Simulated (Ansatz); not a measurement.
# A computed series for BP: response to strain

Consider BP in the zinc blende structure (space group F-43m, No. 216).

```xyz
2
Lattice="0.0000 2.2683 2.2683 2.2683 0.0000 2.2683 2.2683 2.2683 0.0000" Properties=species:S:1:pos:R:3 pbc="T T T"
P      1.1341     1.1341     1.1341
B      0.0000     0.0000     0.0000
```

Strains are applied to the cell and any free atomic positions relax.

The values are results of r2SCAN (Ansatz, a program for electronic structure, PAW, without spin-orbit coupling), not measurements.

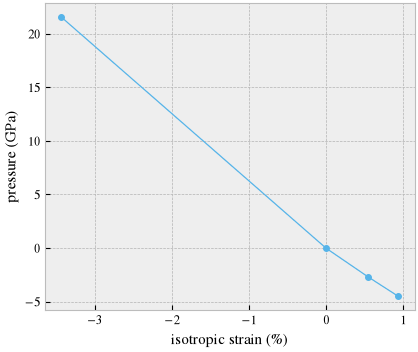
*Pressure against isotropic strain*

```tsv
isotropic strain (%)	pressure
-3.43	21.55 GPa
0.54	-2.66 GPa
0.93	-4.47 GPa
```

No phonon test of stability was made.
